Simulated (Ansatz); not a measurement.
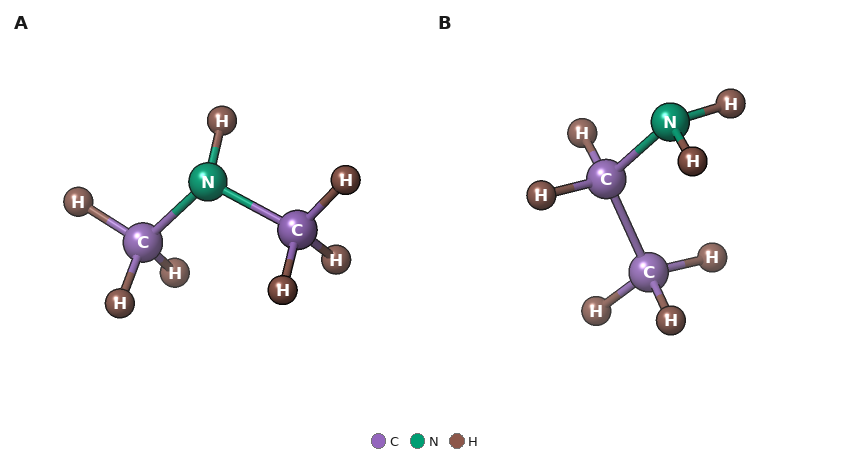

2 stationary structures of one formula. Geometries: PBE0-D4/def2-TZVP. Electronic energies: CCSD(T)/CBS (from def2-TZVPP and def2-QZVPP) (Ansatz 0.2.0), without zero-point energy.

Question: Are they conformers, stereoisomers or constitutional isomers?

Answer: They are constitutional isomers of C2H7N: A `CNC`, B `CCN`.

Question: Rank them by energy, lowest first.

Answer: B is lowest (a minimum); A lies 34.9 kJ/mol above it (a minimum).

Give E(B) − E(A) in kJ/mol at these levels too: PBE-D4/def2-TZVPP; PBE0-D4/def2-TZVP; r2SCANh-D4/def2-TZVPP; RHF-CCSD(T) (frozen core)/cc-pV(D+d)Z; B2PLYP (frozen core)/def2-TZVPP; PBE0-D4/def2-SVP; RHF-CCSD(T) (frozen core)/cc-pV(Q+d)Z; ωB97M-V/def2-SVP.

```tsv
level	E(B) − E(A) (kJ/mol)
PBE-D4/def2-TZVPP	−31.7
PBE0-D4/def2-TZVP	−31.3
r2SCANh-D4/def2-TZVPP	−33.4
RHF-CCSD(T) (frozen core)/cc-pV(D+d)Z	−30.8
B2PLYP (frozen core)/def2-TZVPP	−32.2
PBE0-D4/def2-SVP	−28.1
RHF-CCSD(T) (frozen core)/cc-pV(Q+d)Z	−34.3
ωB97M-V/def2-SVP	−28.6
```
